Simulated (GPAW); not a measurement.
# A GW chain in GPAW: BN (P6_3/mmc)

Aim: the G0W0 gap of BN (P6_3/mmc) on PBE, step by step.

Calculated with GPAW 26.7.0; PBE and many-body steps on it, plane waves.

The database entry behind the starting cell differs from later determinations by our own check (about 0.3 % short, minor phase), so it need not match the best structure at ambient conditions.

### 1. Set-up

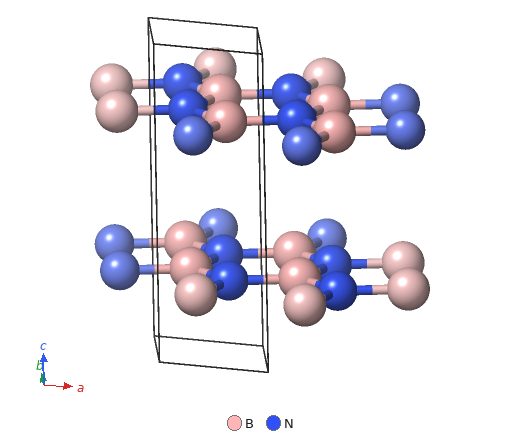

Start, viewed slightly off an axis; boron pink, nitrogen blue. 2×2×1 cells are drawn. Some periodic images of atoms are drawn too.

The cell and positions come from the Crystallography Open Database and are kept as given unless a step says otherwise.

### 2. Ground state

This step: GPAW 26.7.0; DFT, PBE, plane waves, PAW.

The ground-state density comes first.

File run.py:

```python
import json
import numpy as np
from gpaw.mpi import world
from ase import Atoms
from gpaw import GPAW, PW, FermiDirac

atoms = Atoms(['B', 'B', 'N', 'N'],
    cell=[[2.4982400000, 0.0000000000, 0.0000000000],
      [-1.2491200000, 2.1635393048, 0.0000000000],
      [0.0000000000, 0.0000000000, 6.6357000000]],
    scaled_positions=[[0.3333333333, 0.6666666667, 0.2500000000],
      [0.6666666667, 0.3333333333, 0.7500000000],
      [0.3333333333, 0.6666666667, 0.7500000000],
      [0.6666666667, 0.3333333333, 0.2500000000]],
    pbc=(True, True, True))
calc = GPAW(mode=PW(600),
    xc='PBE',
    kpts={'size': (9, 9, 4), 'gamma': True},
    occupations=FermiDirac(0.001),
    nbands=-8,
    convergence={'density': 1e-6, 'bands': -3},
    maxiter=100,
    txt='gs.txt')
atoms.calc = calc
res = {'energy': atoms.get_potential_energy()}
kpts = calc.get_ibz_k_points()
res['kpts'] = kpts
res['eigenvalues'] = [calc.get_eigenvalues(kpt=k) for k in range(len(kpts))]
res['n_electrons'] = calc.get_number_of_electrons()
calc.write('gs.gpw')

if world.rank == 0:
    with open('result.json', 'w') as f:
        json.dump(res, f, default=lambda x: x.tolist())
```

On the command line:

```
mpirun -n 8 gpaw python run.py
```

The program printed:

```text
__  _  _
 | _ |_)|_||  |
 |__||  | ||/\| - 26.7.0

Input parameters:
  mode=PW(ecut=600.0),
  convergence={'density': 1e-06, 'bands': -3},
  kpts=MonkhorstPack(size=(9, 9, 4), gamma=True),
  maxiter=100,
  nbands=-8,
  occupations=Occupations(name='fermi-dirac', width=0.001, fixmagmom=False),
  xc=XC(name='PBE')
  [... matrices ...]
Diagonalizing LCAO Hamiltonian
Converting LCAO to pw mode

        N B

        B N

Atoms  # Å, Bohr magnetons
|   | symbol |         x |        y |        z |    initial magnetic moments |
| 0 |      B | -0.000000 | 1.442360 | 1.658925 | ( 0.0000,  0.0000,  0.0000) |
| 1 |      B |  1.249120 | 0.721180 | 4.976775 | ( 0.0000,  0.0000,  0.0000) |
| 2 |      N | -0.000000 | 1.442360 | 4.976775 | ( 0.0000,  0.0000,  0.0000) |
| 3 |      N |  1.249120 | 0.721180 | 1.658925 | ( 0.0000,  0.0000,  0.0000) |

Unit cell  # Å
| periodic |         x |        y |        z |  lengths |     angles |
|      yes |  2.498240 | 0.000000 | 0.000000 | 2.498240 |  90.000000 |
|      yes | -1.249120 | 2.163539 | 0.000000 | 2.498240 |  90.000000 |
|      yes |  0.000000 | 0.000000 | 6.635700 | 6.635700 | 120.000000 |

Number of symmetries: 12
Symmetry operations  # r_c * U_cc + t_c -> r_c
|    | kind |            matrix            |
|  0 |  σ   |  1, 1, 0,  0,-1, 0,  0, 0, 1 |
|  1 |  S6  |  1, 1, 0, -1, 0, 0,  0, 0,-1 |
|  2 |  E   |  1, 0, 0,  0, 1, 0,  0, 0, 1 |
|  3 |  C2  |  1, 0, 0, -1,-1, 0,  0, 0,-1 |
|  4 |  C2  |  0, 1, 0,  1, 0, 0,  0, 0,-1 |
|  5 |  C3  |  0, 1, 0, -1,-1, 0,  0, 0, 1 |
|  6 |  S6  |  0,-1, 0,  1, 1, 0,  0, 0,-1 |
|  7 |  σ   |  0,-1, 0, -1, 0, 0,  0, 0, 1 |
|  8 |  σ   | -1, 0, 0,  1, 1, 0,  0, 0, 1 |
|  9 |  i   | -1, 0, 0,  0,-1, 0,  0, 0,-1 |
| 10 |  C3  | -1,-1, 0,  1, 0, 0,  0, 0, 1 |
| 11 |  C2  | -1,-1, 0,  0, 1, 0,  0, 0,-1 |

BZ-sampling:
  Number of BZ points: 324
  Number of IBZ points: 43

  Monkhorst-Pack size: [9, 9, 4]
  Monkhorst-Pack shift: [0.0, 0.0, 0.125]

K-points  # in reciprocal-cell coordinates
|     |                                coordinates |     weight |
|   0 | (  0.00000000,   0.00000000,   0.00000000) | 0.00308642 |
|   1 | (  0.00000000,   0.00000000,   0.25000000) | 0.00617284 |
|   2 | (  0.00000000,   0.00000000,   0.50000000) | 0.00308642 |
|   3 | (  0.11111111,   0.00000000,  -0.25000000) | 0.01851852 |
|   4 | (  0.11111111,   0.00000000,   0.00000000) | 0.01851852 |
|   5 | (  0.11111111,   0.00000000,   0.25000000) | 0.01851852 |
|   6 | (  0.11111111,   0.00000000,   0.50000000) | 0.01851852 |
|   7 | (  0.22222222,  -0.11111111,   0.00000000) | 0.01851852 |
|   8 | (  0.22222222,  -0.11111111,   0.25000000) | 0.03703704 |
|   9 | (  0.22222222,  -0.11111111,   0.50000000) | 0.01851852 |
| ... |                                            |            |
|  42 | (  0.44444444,   0.44444444,   0.50000000) | 0.01851852 |

Plane wave coefficients: 1224
Cutoff: 600.0 eV

Spin-components: 1 (collinear spins)
Bands:           16
Projectors:      20
Spin-degeneracy: 2
Datatype:        complex128

  Storage: CPU
  Wave functions: 12_846_336 bytes (1_605_792 per core)
  Projectors: 18_466_608 bytes (2_308_326 per core)
  [... matrices ...]
Parallelization:
  kpt:    8
  domain: 1
  band:   1

Density:
  Valence electrons: 16.0
  Components: 1
  Grid points: [15 15 40]
  Charge: 0.0  # |e|

Potential:
  Grid points: [15 15 40]

species:
  B:
    name:    Boron
    Z:       5.0
    valence: 3
    core:    2
    charge:  0.0  # [|e|]
    compensation charges:
      type: gauss
      rc: 0.20  # [Å]
      lmax: 2
    cutoffs:
      filter: 1.14  # [Å]
      core: 1.38  # [Å]
    projectors
    | kind |    occ | energy [eV] | rcut [Å] |
    |   2s |  2.000 |      -9.443 |    0.635 |
    |   2p |  1.000 |      -3.606 |    0.635 |
    |    s |        |      17.768 |    0.635 |
    |    p |        |      23.605 |    0.635 |
    |    d |        |       0.000 |    0.635 |

    Using partial waves for B as LCAO basis

  N:
    name:    Nitrogen
    Z:       7.0
    valence: 5
    core:    2
    charge:  0.0  # [|e|]
    compensation charges:
      type: gauss
      rc: 0.18  # [Å]
      lmax: 2
    cutoffs:
      filter: 1.11  # [Å]
      core: 0.96  # [Å]
    projectors
    | kind |    occ | energy [eV] | rcut [Å] |
    |   2s |  2.000 |     -18.583 |    0.603 |
    |   2p |  3.000 |      -7.089 |    0.529 |
    |    s |        |       8.629 |    0.603 |
    |    p |        |      20.123 |    0.529 |
    |    d |        |       0.000 |    0.577 |

    Using partial waves for N as LCAO basis

Reference energy: -4302.422143  # eV

eigensolver:
  PPCG
  Converge bands: -3
  niter=2

density mixing:
  MSR1-Mixer
  Pratt-step length: 0.05
  Maximum mixing coefficient: 0.75
  Old densities: 10
  SVD Regularization: 0.005
  Good broyden scale: 1.0
  Trust region scale: 1.0
  Backstep threshold: 4.0
  History deletion threshold: 6.0
  Fourier metric: weight=20.0, sigma=0.015

occupation numbers:
  Fermi-Dirac:
    width: 0.0010  # eV

poisson solver:
  ecut: 4800.0  # eV

xc functional:
  name: PBE with 2 nearest neighbor stencil

Initialization done in: 1.442 s

convergence criteria:
- Maximum integral of absolute [dens]ity change: 1e-06 electrons / valence electron
- Maximum [total energy] change in last 3 cyles: 0.0005 eV / valence electron
- Maximum integral of absolute [eigenst]ate change: 4e-08 eV^2 / valence electron
maximum number of iterations: 100

SCF iterations
|iter     |     time |      energy | eigst |  dens |
|iter:   1|  |  -37.958324 | +1.19 |       |
|iter:   2|  |  -37.340156 | -0.43 | -0.65 |
|iter:   3|  |  -34.933383 | -0.17 | -0.69 |
|iter:   4|  |  -34.887424 | -1.68 | -1.32 |
|iter:   5|  |  -34.886113 | -1.90 | -1.70 |
|iter:   6|  |  -34.886531c| -3.66 | -2.31 |
|iter:   7|  |  -34.886536c| -5.01 | -3.34 |
|iter:   8|  |  -34.886537c| -6.29 | -3.96 |
|iter:   9|  |  -34.886537c| -7.08 | -4.91 |
|iter:  10|  |  -34.886537c| -7.70c| -5.70 |
|iter:  11|  |  -34.886537c| -8.27c| -6.30c|

Converged in 11 steps
SCF loop duration: 0.972 s (0.088 s/step)
Energy contributions relative to reference atoms: (reference = -4302.422143)
  [... matrices ...]
Energy contributions:
  Kinetic:          34.602600
  Coulomb:         -34.246133
  Zero:             -0.004518
  External:          0.000000
  Xc:              -35.238486
  Entropy:          -0.000000
  Spinorbit:         0.000000
  ----------------------------
  Free energy:     -34.886537
  Extrapolated:    -34.886537

dipole moment: (0.000000, 0.000000, 0.000001)  # |e|*Ang

Fermi level: 4.927
Eigenvalues  # (at kpt = [0.000, 0.000, 0.000])
| band index |      eig [eV] | occ [0-2] |
|          0 |       -13.780 |     2.000 |
|          1 |       -13.486 |     2.000 |
|          2 |        -2.175 |     2.000 |
|          3 |        -0.043 |     2.000 |
|          4 |         2.764 |     2.000 |
|          5 |         2.764 |     2.000 |
|          6 |         2.803 |     2.000 |
|          7 |         2.803 |     2.000 |
|          8 |         9.341 |     0.000 |
|          9 |        14.441 |     0.000 |
|         10 |        15.702 |     0.000 |
|         11 |        15.702 |     0.000 |
|         12 |        15.825 |     0.000 |
|         13 |        15.826 |     0.000 |
|         14 |        16.418 |     0.000 |
|         15 |        17.203 |     0.000 |

Gap: 4.401 eV
Transition (v -> c):
  (s=0, k=24, n=7, [0.33, 0.33, 0.50]) -> (s=0, k=40, n=8, [0.44, 0.44, 0.00])
Direct/indirect transitions are different
Direct gap: 4.654 eV
Transition at: (s=0, k=24, n=7, [0.33, 0.33, 0.50])
# Writing to gs.gpw (mode='')
  [... matrices ...]
```

It took 3.9 s on 8 MPI ranks of AMD EPYC 9R45, shared host; peak memory 1.2 GiB.

This step gave:

* total energy: -34.89 eV
* gap: 4.401 eV
* k of the valence top: 0.3333, 0.3333, 0.5
* k of the conduction bottom: 0.4444, 0.4444, 0
* least direct gap: 4.654 eV

The gap is indirect, with the least direct gap 0.25 eV higher.

### 3. Bands along the symmetry lines

The cheap functional maps the bands first; the places of the edges decide which points the dearer methods must see.

File run.py:

```python
import json
import numpy as np
from gpaw.mpi import world
from gpaw import GPAW

path = [[0.000000, 0.000000, 0.000000],
    [0.062500, 0.000000, 0.000000],
    [0.125000, 0.000000, 0.000000],
    [0.187500, 0.000000, 0.000000],
    [0.250000, 0.000000, 0.000000],
    [0.312500, 0.000000, 0.000000],
    [0.375000, 0.000000, 0.000000],
    [0.437500, 0.000000, 0.000000],
    [0.500000, 0.000000, 0.000000],
    [0.479167, 0.041667, 0.000000],
    [0.458333, 0.083333, 0.000000],
    [0.437500, 0.125000, 0.000000],
    [0.416667, 0.166667, 0.000000],
    [0.395833, 0.208333, 0.000000],
    [0.375000, 0.250000, 0.000000],
    [0.354167, 0.291667, 0.000000],
    [0.333333, 0.333333, 0.000000],
    [0.291667, 0.291667, 0.000000],
    [0.250000, 0.250000, 0.000000],
    [0.208333, 0.208333, 0.000000],
    [0.166667, 0.166667, 0.000000],
    [0.125000, 0.125000, 0.000000],
    [0.083333, 0.083333, 0.000000],
    [0.041667, 0.041667, 0.000000],
    [0.000000, 0.000000, 0.000000],
    [0.000000, 0.000000, 0.062500],
    [0.000000, 0.000000, 0.125000],
    [0.000000, 0.000000, 0.187500],
    [0.000000, 0.000000, 0.250000],
    [0.000000, 0.000000, 0.312500],
    [0.000000, 0.000000, 0.375000],
    [0.000000, 0.000000, 0.437500],
    [0.000000, 0.000000, 0.500000],
    [0.062500, 0.000000, 0.500000],
    [0.125000, 0.000000, 0.500000],
    [0.187500, 0.000000, 0.500000],
    [0.250000, 0.000000, 0.500000],
    [0.312500, 0.000000, 0.500000],
    [0.375000, 0.000000, 0.500000],
    [0.437500, 0.000000, 0.500000],
    [0.500000, 0.000000, 0.500000],
    [0.479167, 0.041667, 0.500000],
    [0.458333, 0.083333, 0.500000],
    [0.437500, 0.125000, 0.500000],
    [0.416667, 0.166667, 0.500000],
    [0.395833, 0.208333, 0.500000],
    [0.375000, 0.250000, 0.500000],
    [0.354167, 0.291667, 0.500000],
    [0.333333, 0.333333, 0.500000],
    [0.291667, 0.291667, 0.500000],
    [0.250000, 0.250000, 0.500000],
    [0.208333, 0.208333, 0.500000],
    [0.166667, 0.166667, 0.500000],
    [0.125000, 0.125000, 0.500000],
    [0.083333, 0.083333, 0.500000],
    [0.041667, 0.041667, 0.500000],
    [0.000000, 0.000000, 0.500000],
    [0.500000, 0.000000, 0.500000],
    [0.500000, 0.000000, 0.437500],
    [0.500000, 0.000000, 0.375000],
    [0.500000, 0.000000, 0.312500],
    [0.500000, 0.000000, 0.250000],
    [0.500000, 0.000000, 0.187500],
    [0.500000, 0.000000, 0.125000],
    [0.500000, 0.000000, 0.062500],
    [0.500000, 0.000000, 0.000000],
    [0.333333, 0.333333, 0.500000],
    [0.333333, 0.333333, 0.437500],
    [0.333333, 0.333333, 0.375000],
    [0.333333, 0.333333, 0.312500],
    [0.333333, 0.333333, 0.250000],
    [0.333333, 0.333333, 0.187500],
    [0.333333, 0.333333, 0.125000],
    [0.333333, 0.333333, 0.062500],
    [0.333333, 0.333333, 0.000000]]
calc = GPAW('gs.gpw').fixed_density(kpts=path,
    symmetry='off',
    nbands=18,
    convergence={'bands': 14},
    txt='bands.txt')
res = {}
kpts = calc.get_ibz_k_points()
res['kpts'] = kpts
res['eigenvalues'] = [calc.get_eigenvalues(kpt=k) for k in range(len(kpts))]
res['n_electrons'] = calc.get_number_of_electrons()

if world.rank == 0:
    with open('result.json', 'w') as f:
        json.dump(res, f, default=lambda x: x.tolist())
```

On the command line:

```
mpirun -n 8 gpaw python run.py
```

The program printed:

```text
Diagonalizing LCAO Hamiltonian
Converting LCAO to pw mode
convergence criteria:
- Maximum integral of absolute [eigenst]ate change: 4e-08 eV^2 / valence electron
maximum number of iterations: 100

SCF iterations
|iter     |     time |      energy | eigst |  dens |
|iter:   1|  |             | +1.54 |       |
|iter:   2|  |             | +0.36 |       |
|iter:   3|  |             | -0.26 |       |
[...]
|iter:   8|  |             | -6.05 |       |
|iter:   9|  |             | -6.84 |       |
|iter:  10|  |             | -7.70c|       |
SCF steps: 10
  __  _  _
 | _ |_)|_||  |
 |__||  | ||/\| - 26.7.0

Input parameters:
  mode=PW(ecut=600.0),
  convergence={'bands': 14},
  gpts=array([15, 15, 40]),
  kpts=KPoints(kpts=array([[0.      , 0.      , 0.      ],
         [0.0625  , 0.      , 0.      ],
         [0.125   , 0.      , 0.      ],
         [0.1875  , 0.      , 0.      ],
[...]
[0.479167, 0.041667, 0.      ],
         [0.458333, 0.083333, 0.      ],
[...]
[0.416667, 0.166667, 0.      ],
[...]
[0.5     , 0.      , 0.0625  ],
         [0.5     , 0.      , 0.      ],
[...]
[0.333333, 0.333333, 0.125   ],
         [0.333333, 0.333333, 0.0625  ],
         [0.333333, 0.333333, 0.      ]])),
  maxiter=100,
  nbands=18,
  occupations=Occupations(name='fermi-dirac', width=0.001, fixmagmom=False),
  parallel={},
  symmetry=Symmetry(point_group=False, time_reversal=False),
  xc=XC(name='PBE')
  [... matrices ...]
timing:  # [seconds]
  Total: 0.037  # ━━━━━━━━━━━━━━━━━━━━━━━━━━━━━━━━━━━━━━━━━━━━━━━━━━━━━━━━━━━
```

Run time: 4.1 s. Hardware: 8 MPI ranks; peak memory 1.3 GiB; 31 s of CPU time.

This step gave:

```
gap                        : 4.256 eV
k of the valence top       : 0.3542, 0.2917, 0
k of the conduction bottom : 0.5, 0, 0
least direct gap           : 4.654 eV
```

The gap is 4.256 eV, −0.144 eV from the run before at this level.

Electronic bands along the path, in eV, zero at the top of the highest filled band; v1 is the highest filled band, c1 the lowest empty one:

```
    point     v4     v3     v2     v1    c1     c2     c3     c4
        Γ  -1.34  -1.34  -1.30  -1.30  5.23  10.33  11.59  11.59
        M  -4.18  -4.11  -1.48  -0.46  4.26   5.63   9.57  10.00
        K  -7.18  -7.18  -0.10  -0.10  4.85   4.85  10.77  13.27
        Γ  -1.34  -1.34  -1.30  -1.30  5.23  10.33  11.59  11.59
        A  -1.32  -1.32  -1.32  -1.32  7.62   7.62  11.66  11.66
        L  -4.14  -4.14  -0.95  -0.95  4.72   4.72   9.96   9.96
        H  -7.19  -7.19  -0.03  -0.03  4.63   4.63  12.01  12.01
        A  -1.32  -1.32  -1.32  -1.32  7.62   7.62  11.66  11.66
jump to L  -4.14  -4.14  -0.95  -0.95  4.72   4.72   9.96   9.96
        M  -4.18  -4.11  -1.48  -0.46  4.26   5.63   9.57  10.00
jump to H  -7.19  -7.19  -0.03  -0.03  4.63   4.63  12.01  12.01
        K  -7.18  -7.18  -0.10  -0.10  4.85   4.85  10.77  13.27
```

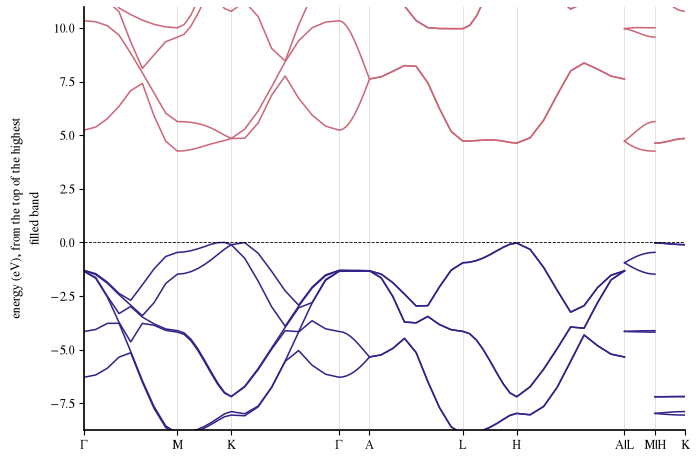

Electronic bands along the path; lines of filled and empty bands in two colours.

### 4. Empty states on the mesh, 6×6×4 mesh, 159 bands

The sums over transitions need many empty states on a uniform mesh; this step solves for them.

File run.py:

```python
import json
import numpy as np
from gpaw.mpi import world
from gpaw import GPAW

calc = GPAW('gs.gpw').fixed_density(kpts={'size': (6, 6, 4), 'gamma': True},
    parallel={'domain': 1, 'band': 1},
    txt='nscf.txt')
calc.diagonalize_full_hamiltonian(nbands=159)
calc.write('full.gpw', mode='all')
res = {}
kpts = calc.get_ibz_k_points()
res['kpts'] = kpts
res['eigenvalues'] = [calc.get_eigenvalues(kpt=k) for k in range(len(kpts))]
res['n_electrons'] = calc.get_number_of_electrons()

if world.rank == 0:
    with open('result.json', 'w') as f:
        json.dump(res, f, default=lambda x: x.tolist())
```

On the command line:

```
mpirun -n 8 gpaw python run.py
```

The program printed:

```text
Diagonalizing LCAO Hamiltonian
Converting LCAO to pw mode
convergence criteria:
- Maximum integral of absolute [eigenst]ate change: 4e-08 eV^2 / valence electron
maximum number of iterations: 100

SCF iterations
|iter     |     time |      energy | eigst |  dens |
|iter:   1|  |             | +1.30 |       |
|iter:   2|  |             | -0.12 |       |
|iter:   3|  |             | -1.07 |       |
[...]
|iter:   8|  |             | -4.52 |       |
|iter:   9|  |             | -6.78 |       |
|iter:  10|  |             | -7.74c|       |
SCF steps: 10
  __  _  _
 | _ |_)|_||  |
 |__||  | ||/\| - 26.7.0

Input parameters:
  mode=PW(ecut=600.0),
  convergence={'density': 1e-06, 'bands': -3},
  gpts=array([15, 15, 40]),
  kpts=MonkhorstPack(size=(6, 6, 4), gamma=True),
  maxiter=100,
  nbands=16,
  occupations=Occupations(name='fermi-dirac', width=0.001, fixmagmom=False),
  parallel={'domain': 1, 'band': 1},
  xc=XC(name='PBE')
Matrix size: 1167x1167
# Writing to full.gpw (mode='all')
  [... matrices ...]

timing:  # [seconds]
  Total: 2.343  # ━━━━━━━━━━━━━━━━━━━━━━━━━━━━━━━━━━━━━━━━━━━━━━━━━━━━━━━━━━━
```

The job ended after 5.4 s (8 MPI ranks; peak memory 2.2 GiB; 41 s of CPU time).

This step gave:

```
gap                                                           : 4.281 eV
k of the valence top                                          : 0.3333, 0.3333, 0.5
k of the conduction bottom                                    : 0.5, 0.5, 0
least direct gap                                              : 4.654 eV
k points computed                                             : 24
lowest point of the top converged band, above the valence top : 135.9289 eV
```

On this mesh the gap is 4.281 eV.

(Continued in part 2 of 2.)

[Paths, hosts, dates, memory and timing lines, banners, echoed tables and standing remarks are left out of the program output.]

[Logs are printed without paths, hosts, clocks, repeated set-up lines and the standing remarks that a program may print on its own settings, such as how far it seeks lower states.]

[Runs of the session that timed out or met a known fault of the program may be left out.]

[Hosts, paths, dates, database ids (printed as entryN), source tags and the programs' standing remarks are cut or masked in the printed files.]
